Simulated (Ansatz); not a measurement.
CsCl-type TiCo was calculated with LDA (Ansatz, a quantum-chemistry and plane-wave program, PAW).

Run with plane-wave cutoff 520 eV, 18×18×18 k mesh, Fermi–Dirac smearing 0.05 eV, no spin polarisation, scalar-relativistic PAW data made under PBE.

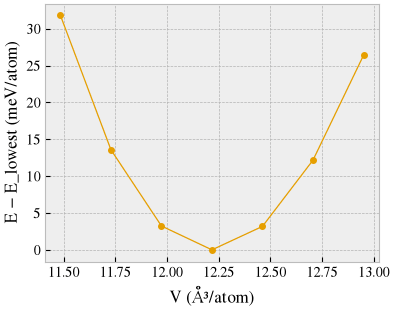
Figure. Total energy against volume

Task: From the curve, estimate the equilibrium volume and the bulk modulus.

Result: V0 ≈ 12.2 Å³/atom and B0 ≈ 210 GPa; the fit gives V0 = 12.214 Å³/atom, B0 = 210 GPa, B′ = 4.1.

Measured, for comparison: bulk modulus 154 GPa, equilibrium volume per atom 13.43 Å³/atom (room temperature, no zero-point or thermal correction; as tabulated in Yamada et al. (2019), arXiv:1910.09660). Computed (rounded) less measured: bulk modulus +36 %, equilibrium volume per atom -9.1 %.

The computed numbers hold no vibrational or temperature effects.
